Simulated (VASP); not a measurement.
Band structure of Al2O3 (space group R-3c). These are PBEsol GGA, VASP's PBE PAW potentials (set 64) (plane waves; VASP) values and carry that method's errors.

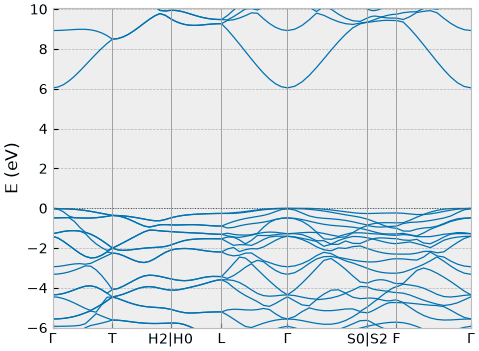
Bands along high-symmetry lines, zero at the valence-band maximum or, without a gap, the Fermi level

Q: Read the plot: is there a gap, and where are the band edges?

A: The gap is direct, 6.04 eV, from the valence maximum at Γ to the conduction minimum at Γ. (Edges off the drawn lines would not show.)

The structure comes from a computed database's Al2O3 entry (R-3c); how it stands against other phases isn't given here. It was relaxed first.
